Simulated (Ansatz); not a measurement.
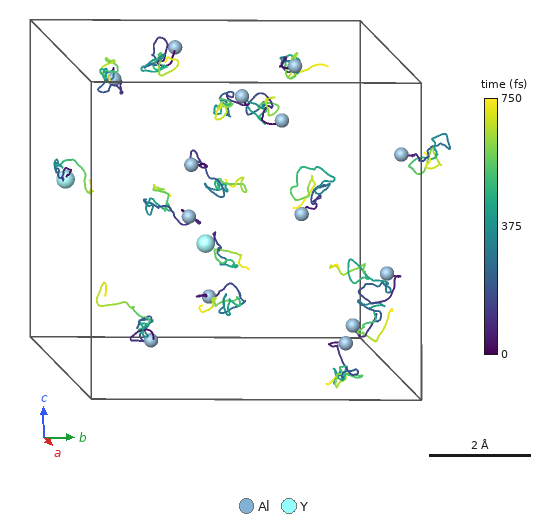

First-principles dynamics of an amorphous cell of composition YAl7 (16 atoms in the cell), 750 fs long. Lines trace each atom's path, coloured by time; spheres stand at the starting positions. Seen slightly off an axis in the simulation cell.

These are results of DFT PBE, scalar-relativistic, plane waves, PAW in Ansatz, not measurements. Run with plane-wave cutoff 420 eV; k-point mesh 1 × 1 × 1; Fermi-Dirac smearing 0.13 eV; volume 0.96 times that of the relaxed crystal; set temperature 1510 K; time step 3 fs.

### Describe the motion.

In the second half of the run the atoms are, in the root-mean-square, this far from where they began (common drift taken out): Y 0.96 Å, Al 0.80 Å. Against the typical shortest distance between atoms in the first frame, about 2.5 Å these are large excursions, but over 750 fs one can't yet tell strong vibration from the start of diffusion. The mean temperature in the second half is 1486 K (standard deviation 356 K). The potential energy in the second half lies on average 77.1 meV per atom below the first frame. The mean pressure there is 12.1 GPa.

Limits of the set-up: the k-point mesh is coarse for a cell with partly filled bands; the periodic images lie only 6.4 Å apart, so the values are limited by the cell's size.

The run took 3.2 min on 2 threads of Arm Neoverse V1, with other jobs on the host, peak memory 0.39 GiB.
